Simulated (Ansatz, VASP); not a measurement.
# Cross-check of NaB3 between VASP and Ansatz

Aim: how closely do two programs agree when they are given the same cell, functional and k mesh? The cell is generated by rule, not measured, and may not be a known phase.

Method: plane waves, with VASP 6.6.1 beside it; band structure at r2SCAN0, in Ansatz 0.2.0.

In doubt: the hybrid run may have settled on a false gap or state, so the values of those runs are not to be relied on.

**1. The starting structure**

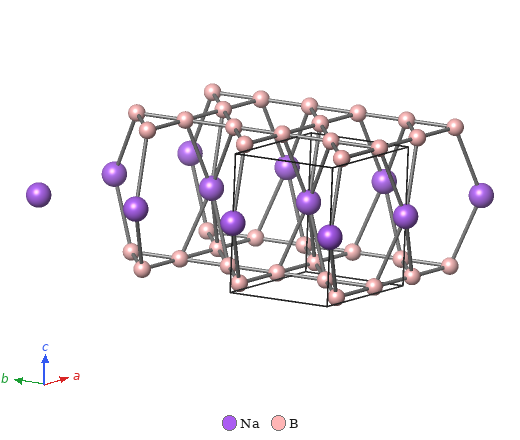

The cell as given, from a free direction (sodium purple, boron pink). 2×3×1 cells are drawn. Bonds to atoms that aren't drawn are left out. Some periodic images of atoms are drawn too.

**2. VASP: band structure, r2SCAN0**

The same path points are solved in both programs, so levels can be compared one by one.

Lines of VASP's logs that name or quote its potential files are left out, and so is its time.

Contents of INCAR:

```
SYSTEM = NaB3
PREC = Accurate
ENCUT = 420
EDIFF = 1E-06
NELM = 100
ISMEAR = 0
SIGMA = 0.05
LREAL = .FALSE.
ALGO = Normal
LHFCALC = .TRUE.
AEXX = 0.25
METAGGA = R2SCAN
LASPH = .TRUE.
NBANDS = 16
ISPIN = 2
MAGMOM = 0.5 0 0 0
PRECFOCK = Fast
HFRCUT = -1
LORBIT = 11
LWAVE = .FALSE.
LCHARG = .FALSE.
KPAR = 2
```

Contents of POSCAR:

```
NaB3
1.0
    3.4270343935      0.0000000000      0.0000000000
   -1.7135171967      2.9678988500      0.0000000000
    0.0000000000      0.0000000000      4.9614819805
Na B
1 3
Direct
    0.0000000000      0.0000000000      0.5000000000
    0.8330165201      0.1669834799      0.0000000000
    0.8330165201      0.6660330403      0.0000000000
    0.3339669597      0.1669834799      0.0000000000
```

Contents of KPOINTS:

```
Automatic mesh
0
Gamma
5 5 3
0 0 0
```

Contents of KPOINTS_OPT:

```
Line mode
6
Line-mode
Reciprocal
  0.00000000   0.00000000   0.00000000 GAMMA
  0.50000000   0.00000000   0.00000000 M

  0.50000000   0.00000000   0.00000000 M
  0.33333333   0.33333333   0.00000000 K

  0.33333333   0.33333333   0.00000000 K
  0.00000000   0.00000000   0.00000000 GAMMA

  0.00000000   0.00000000   0.00000000 GAMMA
  0.00000000   0.00000000   0.50000000 A

  0.00000000   0.00000000   0.50000000 A
  0.50000000   0.00000000   0.50000000 L

  0.50000000   0.00000000   0.50000000 L
  0.33333333   0.33333333   0.50000000 H

  0.33333333   0.33333333   0.50000000 H
  0.00000000   0.00000000   0.50000000 A

  0.50000000   0.00000000   0.50000000 L
  0.50000000   0.00000000   0.00000000 M

  0.33333333   0.33333333   0.00000000 K
  0.33333333   0.33333333   0.50000000 H
```

PAW data sets: Na_pv and B (PBE family, release 64).

Command:

```
> mpirun -np 2 vasp_std
```

Numbers of over 12 decimals in the logs are rounded to 6 here.

The program printed:

```text
[banner, memory and clock lines left out]
running    2 mpi-ranks, on    1 nodes
 distrk:  each k-point on    1 cores,    2 groups
 distr:  one band on    1 cores,    1 groups

 POSCAR found type information on POSCAR NaB
 POSCAR found :  2 types and       4 ions
|                                                                             |
|               ----> ADVICE to this user running VASP <----                  |
|                                                                             |
|     You enforced a specific xc type in the INCAR file but a different       |
|     [... a line on the potential file left out ...]
|     I HOPE YOU KNOW WHAT YOU ARE DOING!                                     |
|                                                                             |

 LDA part: xc-table for (None), standard interpolation
 found WAVECAR, reading the header
 POSCAR, INCAR and KPOINTS ok, starting setup
 FFT: planning ... GRIDC
 FFT: planning ... GRID_SOFT
 FFT: planning ... GRID
 HFRCUT set to (new)   9.667567
 reading WAVECAR
 the WAVECAR file was read successfully
 initial charge from wavefunction
 entering main loop
       N       E                     dE             d eps       ncg     rms          rms(c)
DAV:   1    -0.256962355598E+02   -0.25696E+02   -0.80721E-01   656   0.844E+00    0.774E-01
DAV:   2    -0.257035590463E+02   -0.73235E-02   -0.24878E-02   800   0.175E+00    0.481E-01
DAV:   3    -0.257045444991E+02   -0.98545E-03   -0.22929E-03   848   0.667E-01    0.273E-01
DAV:   4    -0.257040689908E+02    0.47551E-03   -0.51224E-04   784   0.277E-01    0.155E-01
DAV:   5    -0.257038716523E+02    0.19734E-03   -0.93703E-05   800   0.105E-01    0.901E-02
DAV:   6    -0.257037707294E+02    0.10092E-03   -0.21463E-05   720   0.441E-02    0.529E-02
DAV:   7    -0.257037171099E+02    0.53619E-04   -0.73858E-06   752   0.238E-02    0.312E-02
DAV:   8    -0.257036880088E+02    0.29101E-04   -0.30349E-06   792   0.146E-02    0.185E-02
DAV:   9    -0.257036718238E+02    0.16185E-04   -0.12711E-06   752   0.936E-03    0.111E-02
DAV:  10    -0.257036626564E+02    0.91674E-05   -0.48678E-07   576   0.606E-03    0.669E-03
DAV:  11    -0.257036575334E+02    0.51230E-05   -0.29939E-07   408   0.453E-03    0.404E-03
DAV:  12    -0.257036546185E+02    0.29149E-05   -0.10693E-07   368   0.279E-03    0.247E-03
DAV:  13    -0.257036529157E+02    0.17028E-05   -0.46036E-08   368   0.178E-03    0.153E-03
DAV:  14    -0.257036519493E+02    0.96641E-06   -0.20628E-08   368   0.128E-03
   1 F= -.25703652E+02 E0= -.25703652E+02  d E =-.218262E-22  mag=    -0.0000
 Start KPOINTS_OPT (optional k-point list driver)
k-point batch [1-10\54]
       N       E                     dE             ncg
DAV:   1    -0.874934621119E+03   -0.43136E+04      640
DAV:   2    -0.188125234265E+04   -0.10063E+04      712
DAV:   3    -0.193438941050E+04   -0.53137E+02      816
DAV:   4    -0.193530073300E+04   -0.91132E+00      840
DAV:   5    -0.193531303670E+04   -0.12304E-01      944
DAV:   6    -0.193531329908E+04   -0.26238E-03      920
DAV:   7    -0.193531330672E+04   -0.76339E-05      912
DAV:   8    -0.193531330694E+04   -0.22584E-06      712
[...]
k-point batch [51-54\54]
       N       E                     dE             ncg
DAV:   1     0.291500741397E+04   -0.27707E+04      256
DAV:   2     0.254248330750E+04   -0.37252E+03      296
DAV:   3     0.252288957224E+04   -0.19594E+02      320
DAV:   4     0.252257697220E+04   -0.31260E+00      352
DAV:   5     0.252257217889E+04   -0.47933E-02      384
DAV:   6     0.252257207416E+04   -0.10473E-03      352
DAV:   7     0.252257207108E+04   -0.30813E-05      336
DAV:   8     0.252257207099E+04   -0.92809E-07      280
```

From OUTCAR (step 2):

```text
ion  position               nearest neighbor table
   1  0.000  0.000  0.500-
   2  0.833  0.167  0.000-   4 1.71   3 1.71   4 1.72   3 1.72
   3  0.833  0.666  0.000-   2 1.71   4 1.71   2 1.72   4 1.72
   4  0.334  0.167  0.000-   2 1.71   3 1.71   2 1.72   3 1.72

  LATTYP: Found a hexagonal cell.
 ALAT       =     3.4270343935
 C/A-ratio  =     1.4477479391

 Subroutine GETGRP returns: Found 12 space group operations
 (whereof 12 operations were pure point group operations)

The static configuration has the point symmetry D_3h.

 Found     10 irreducible k-points:

   k-points           NKPTS =     10   k-points in BZ     NKDIM =     75   number of bands    NBANDS=     16

   dimension x,y,z NGX =    24 NGY =   24 NGZ =   36
   dimension x,y,z NGXF=    48 NGYF=   48 NGZF=   72

   ENCUT  =  420.0 eV  30.87 Ry    5.56 a.u.   5.73  5.73  8.29*2*pi/ulx,y,z

   NELECT =      16.0000    total number of electrons

 k-points in reciprocal lattice and weights: Automatic mesh
   0.00000000  0.00000000  0.00000000       0.013
   0.20000000  0.00000000  0.00000000       0.080
   0.40000000  0.00000000  0.00000000       0.080
   0.20000000  0.20000000  0.00000000       0.080
   0.40000000  0.20000000  0.00000000       0.080
   0.00000000  0.00000000  0.33333333       0.027
   0.20000000  0.00000000  0.33333333       0.160
   0.40000000  0.00000000  0.33333333       0.160
   0.20000000  0.20000000  0.33333333       0.160
   0.40000000  0.20000000  0.33333333       0.160

  exchange ACFDT corr.  =         0.00000000  see jH, gK, PRB 81, 115126

 average (electrostatic) potential at core
       1 -44.2789       2 -26.6281       3 -26.6281       4 -26.6281

 E-fermi :   3.1487

 spin component 1
 k-point     1 :       0.0000    0.0000    0.0000
  band No.  band energies     occupation
    ...
      4     -12.2655      1.00000
      5      -4.7736      1.00000
      6      -3.1207      1.00000
      7       1.3261      1.00000
      8       1.3261      1.00000
      9       3.5551      0.00000
     10       8.4904      0.00000
     11       8.4904      0.00000
     12      12.1522      0.00000
     13      12.1522      0.00000
    ...

 k-point     2 :       0.2000    0.0000    0.0000
  band No.  band energies     occupation
    ...
      4     -11.7561      1.00000
      5      -5.5060      1.00000
      6      -2.4302      1.00000
      7      -0.4205      1.00000
      8       1.0643      1.00000
      9       4.2559      0.00000
     10       8.9258      0.00000
     11       9.5911      0.00000
     12      10.1714      0.00000
     13      11.4205      0.00000
    ...

 k-point     3 :       0.4000    0.0000    0.0000
  band No.  band energies     occupation
    ...
      4     -10.2399      1.00000
      5      -7.5606      1.00000
      6      -1.9015      1.00000
      7      -0.4449      1.00000
      8       0.7119      1.00000
      9       4.5940      0.00000
     10       6.1917      0.00000
     11       9.4297      0.00000
     12      10.5436      0.00000
     13      11.8600      0.00000
    ...

 k-point     4 :       0.2000    0.2000    0.0000
  band No.  band energies     occupation
    ...
      4     -10.7182      1.00000
      5      -6.6972      1.00000
      6      -2.8473      1.00000
      7      -1.0580      1.00000
      8       2.4079      1.00000
      9       5.5527      0.00000
     10       6.1104      0.00000
     11       9.2311      0.00000
     12       9.2319      0.00000
     13      11.0973      0.00000
    ...

 k-point     5 :       0.4000    0.2000    0.0000
  band No.  band energies     occupation
    ...
      4      -9.2573      1.00000
      5      -8.2415      1.00000
      6      -4.1037      1.00000
      7       0.9524      1.00000
      8       2.8093      1.00000
      9       4.1144      0.00000
     10       7.4253      0.00000
     11       8.1395      0.00000
     12       8.3856      0.00000
     13       9.6298      0.00000
    ...

 k-point     6 :       0.0000    0.0000    0.3333
  band No.  band energies     occupation
    ...
      4     -12.1635      1.00000
      5      -4.7576      1.00000
      6      -3.9017      1.00000
      7       1.3365      1.00000
      8       1.3365      1.00000
      9       5.6510      0.00000
     10       8.5232      0.00000
     11       8.5232      0.00000
     12      11.6464      0.00000
     13      12.0129      0.00000
    ...

  energy-cutoff  :      420.00
  volume of cell :       50.46
      direct lattice vectors                 reciprocal lattice vectors
     3.427034394  0.000000000  0.000000000     0.291797480  0.168469353  0.000000000
    -1.713517197  2.967898850  0.000000000     0.000000000  0.336938707  0.000000000
     0.000000000  0.000000000  4.961481981     0.000000000  0.000000000  0.201552682

 POSITION                                       TOTAL-FORCE (eV/Angst)
 -----------------------------------------------------------------------------------
      0.00000      0.00000      2.48074        -0.000000     -0.000000      0.000000
      2.56865      0.49559      0.00000         0.036527     -0.021089      0.000000
      1.71352      1.97672      0.00000         0.000000      0.042178     -0.000000
      0.85839      0.49559      0.00000        -0.036527     -0.021089     -0.000000
 -----------------------------------------------------------------------------------
    total drift:                               -0.000000      0.000000     -0.000000

  FREE ENERGIE OF THE ION-ELECTRON SYSTEM (eV)
  ---------------------------------------------------
  free  energy   TOTEN  =       -25.7036519493 eV

  energy  without entropy=      -25.7036519493  energy(sigma->0) =      -25.70365195

 total charge
# of ion       s       p       d       tot
------------------------------------------
    1        0.064   5.998   0.000   6.062
    2        0.705   1.250   0.000   1.956
    3        0.705   1.250   0.000   1.956
    4        0.705   1.250   0.000   1.956
--------------------------------------------------
tot          2.180   9.748   0.000  11.929

 magnetization (x)
# of ion       s       p       d       tot
------------------------------------------
    1        0.000  -0.000   0.000   0.000
    2        0.000  -0.000   0.000  -0.000
    3        0.000  -0.000   0.000  -0.000
    4        0.000  -0.000   0.000  -0.000
--------------------------------------------------
tot          0.000  -0.000   0.000  -0.000

[... 1 further part left out ...]
```

[end of part 1 of 2]

[Lines on the potential files, build, host, timing and source positions are cut from VASP's logs without a mark.]

[Logs are printed without paths, hosts, clocks, repeated set-up lines and the standing remarks that a program may print on its own settings, such as how far it seeks lower states.]

[Hosts, paths, dates, database ids (printed as entryN), source tags and the programs' standing remarks are cut or masked in the printed files.]
